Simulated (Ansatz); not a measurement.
The starting structures come from a database of crystals and need not be the phases stable at ambient conditions.

 Where the default PAW files enter, the runs use the earlier of Ansatz's two default sets.

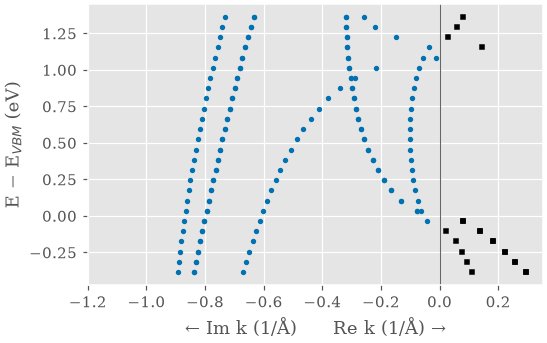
Figure. Complex bands at the centre of the two-dimensional zone; r2SCAN run with Ansatz (a first-principles code)

The gap is the functional's own. No spin-orbit coupling. Mid-gap values are interpolated on the energy grid.

Question: This is Ba(CdP)$_{2}$ (P-3m1, not sure to be the ambient phase, 5 atoms a cell, 26.0 Å³ an atom) along the normal of (001). Read off the slowest decay at the centre of the two-dimensional zone at 0.53 eV, the computed energy nearest the middle of the gap.

Answer: κ ≈ 0.10 1/Å, a decay length 1/(2κ) of the density of 4.9 Å.
